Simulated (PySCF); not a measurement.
**C$_{5}$H$_{8}$BrNSi: density, localisation and related maps**

```xyz
16

C    -0.8860   -1.4962   -0.3768
C    -0.4116   -0.0485   -0.4874
Si   -1.4635    1.1237    0.6228
C     1.0250    0.0838   -0.0947
C     1.3942   -0.5000    1.1387
N     1.6756   -0.9833    2.1392
C     1.9192    0.7416   -0.8395
Br    3.7205    1.0152   -0.3458
H    -0.3028   -2.1473   -1.0278
H    -0.7861   -1.8600    0.6436
H    -1.9313   -1.5706   -0.6675
H    -0.5074    0.2767   -1.5283
H    -0.9387    2.4758    0.4319
H    -2.8450    1.0213    0.1578
H    -1.3301    0.6873    2.0086
H     1.6602    1.1895   -1.7862
```

Geometry: GFN2-xTB.

Level of theory: CAM-B3LYP/def2-SVPD, SCF density, gas phase (PySCF 2.14.0).

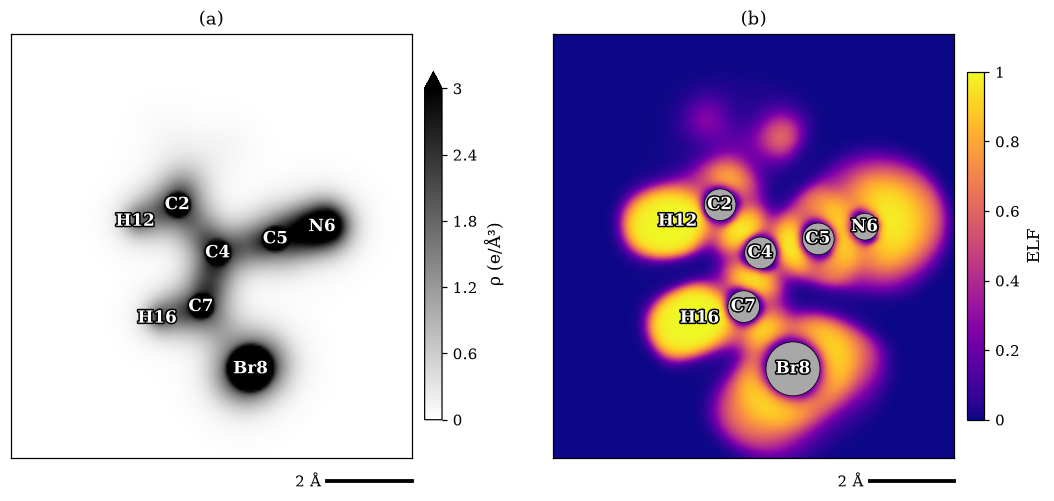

Figure 1. (a) electron density; (b) electron localisation function on the plane of atoms C4, C7 and H16. Grey discs cover the atomic cores in the ELF map.

### Interpret the plot.

The section cuts through C, N, Br and H sites.
C–N (1.15 Å): the density is about 3.6 e/Å³ at the midpoint; the ELF peaks at about 0.85 between the atoms (a multiple bond).
C–C (1.34 Å): the density is about 2.3 e/Å³ at the midpoint; the ELF peaks at about 0.95 between the atoms (a multiple bond).
C–Br (1.89 Å): ρ is about 1.1 e/Å³ halfway; the ELF peaks at about 0.90 between the atoms: a covalent bond.
C–H (1.08 Å): ρ is about 2.1 e/Å³ halfway; the ELF climbs to about 1 towards the hydrogen, as it does in any bond to H (an ordinary covalent bond to hydrogen).
C–C (1.41 Å): ρ is about 2 e/Å³ halfway; the ELF peaks at about 0.95 between the atoms (a covalent bond).
The ELF also peaks beside Br8 and N6, away from the bonds: lone-pair regions.

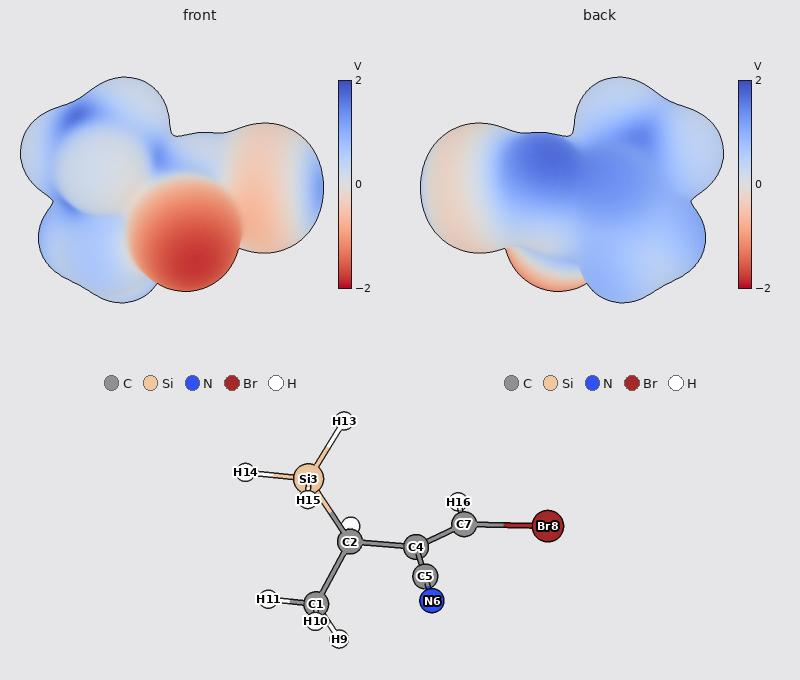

Figure 2. The electrostatic potential painted on the density surface at 0.002 e/bohr³, seen from the front and from behind; red is negative and blue positive. The bare structure is drawn below in the same view.

### Which sites attract a positive test charge, and which a negative one?

A positive charge is drawn to the negative regions and a negative charge to the positive ones. The most negative region (about −1.8 V, or −42 kcal/mol for a unit charge) lies over N6, the most positive (about +1.7 V, or +39 kcal/mol for a unit charge) over H16. Br8 shows a σ-hole: about +1.1 V, or +25 kcal/mol for a unit charge at the tip opposite its bond, against about −0.4 V, or −9 kcal/mol for a unit charge on its flanks. N6 is the likeliest acceptor of a hydrogen bond.
